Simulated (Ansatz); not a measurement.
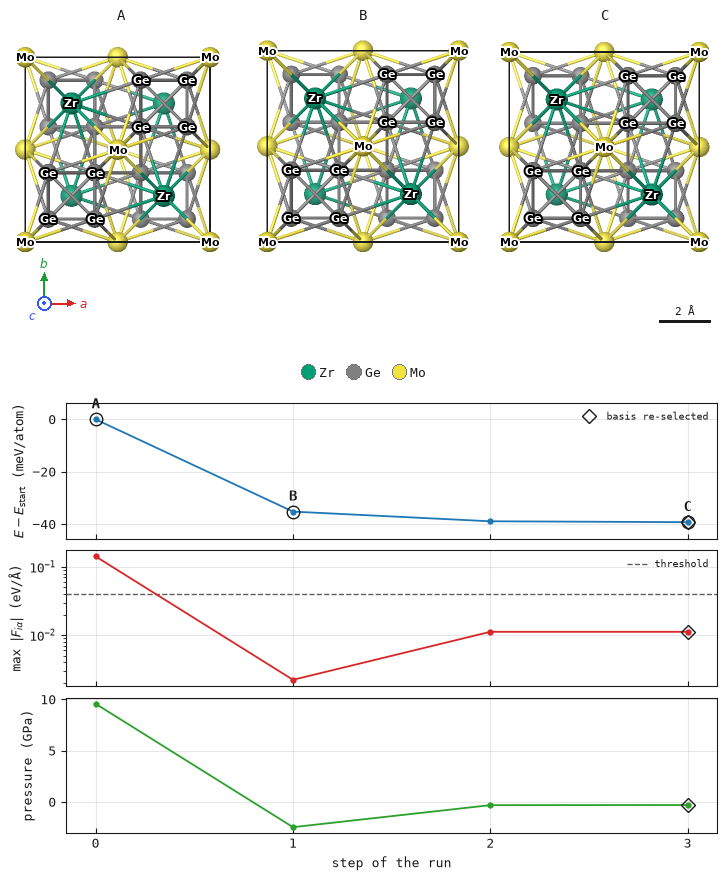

Frames of a relaxation of solid ZrGe₄Mo (a generated structure, set up in F-43m) (coarse preliminary run), marked on the history of the run. The picture is a ball-and-stick view of the conventional cell (4 times the calculation's cell), seen along the c axis. Lengths and directions refer to the drawn axes.

All numbers below come from DFT PBE, scalar-relativistic, plane waves, PAW in Ansatz 0.2.0. Set-up: plane-wave cutoff 420 eV; k-point mesh 4 × 4 × 4; occupations gaussian; smearing width 0.1 eV; no spin polarisation; cell and atoms relaxed; force threshold 0.04 eV/Å; at most 70 steps.

### What happens along the run?

The energy falls by 39.2 meV per atom in 2 accepted moves (3 points after the start). Largest force component: 0.14 eV/Å at the start, 0.011 eV/Å at the end. Pressure: 9.58 GPa at the start and −0.30 GPa at the end. The SCF was repeated once at an unchanged geometry on a basis and grid sized afresh for the cell, which shifted the energy by 0.3 meV per atom at most. The largest moves relative to the cell, 0.006 Å, are those of Ge atoms. Mo and Zr stay in place. Cell: a = b = c 7.349 → 7.557 Å (+2.8 %). Volume +8.7 %. Among the contacts that change: Mo–Zr 3.182 → 3.272 Å, Ge–Zr 3.045 → 3.133 Å, Ge–Mo 3.048 → 3.133 Å, Ge–Ge 2.588 → 2.671 Å. The space group stays F-43m (No. 216). The run took 34 s on 1 thread of Intel(R) Xeon(R) Processor @ 2.50GHz (Skylake/Cascade Lake), with other jobs on the host, peak memory 0.41 GiB. From step 0 to 1: volume +11.2 %, energy −35.2 meV per atom. From step 1 to 3: volume −2.2 %, energy −4.0 meV per atom.

```json
{"step": "0", "E − E(0), meV/atom": "0.00", "largest force component, eV/Å": "0.1425", "pressure, GPa": "9.58", "volume, Å³/atom": "16.535", "note": ""}
{"step": "1", "E − E(0), meV/atom": "-35.19", "largest force component, eV/Å": "0.0022", "pressure, GPa": "-2.45", "volume, Å³/atom": "18.390", "note": ""}
{"step": "2", "E − E(0), meV/atom": "-38.87", "largest force component, eV/Å": "0.0112", "pressure, GPa": "-0.31", "volume, Å³/atom": "17.979", "note": ""}
{"step": "3", "E − E(0), meV/atom": "-39.21", "largest force component, eV/Å": "0.0112", "pressure, GPa": "-0.30", "volume, Å³/atom": "17.979", "note": "same geometry, new basis"}
```
